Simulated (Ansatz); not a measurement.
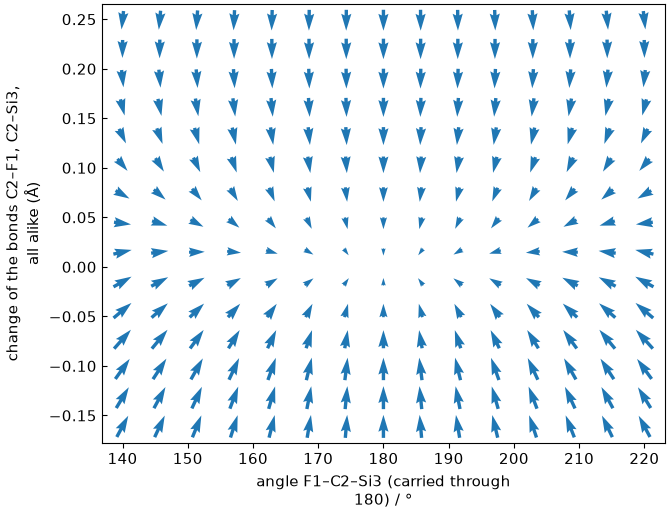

CFSi, SMILES FC#[Si-], charge −1. Coordinates scanned: (1) angle F1–C2–Si3 (carried through 180); (2) change of the bonds C2–F1, C2–Si3, all alike. Nothing is relaxed (all other coordinates rigid). The grid has 15 × 15 points; 120 points were computed and 105 follow by symmetry. Points are written as (first, second). Computed with RHF/def2-TZVPD (Ansatz).

Drawn: arrows along the force (downhill), their lengths compressed.

Question: The arrows alone are given. Where is the energy lowest?

Answer: The arrows converge at about (180°, 0.000 Å) (read from the interpolated surface).

The energy map of the same scan:

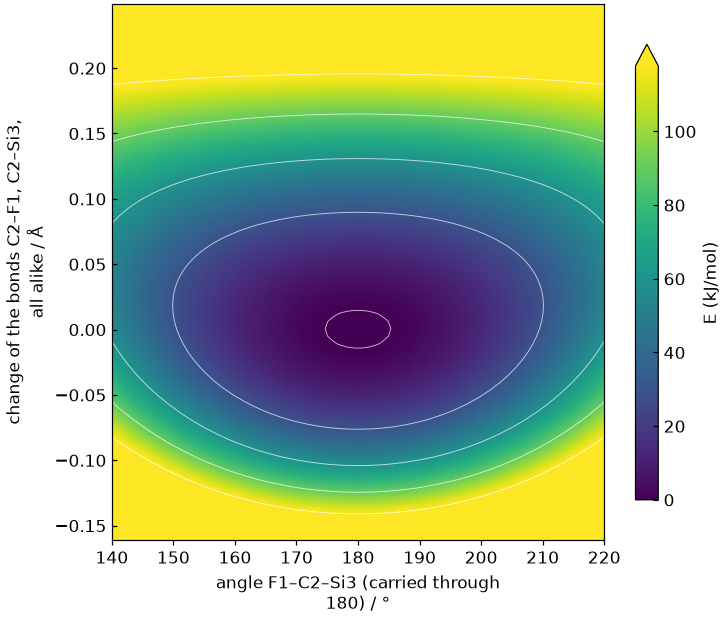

Energies are in kJ/mol, from the lowest grid point; between grid points the surface is interpolated.
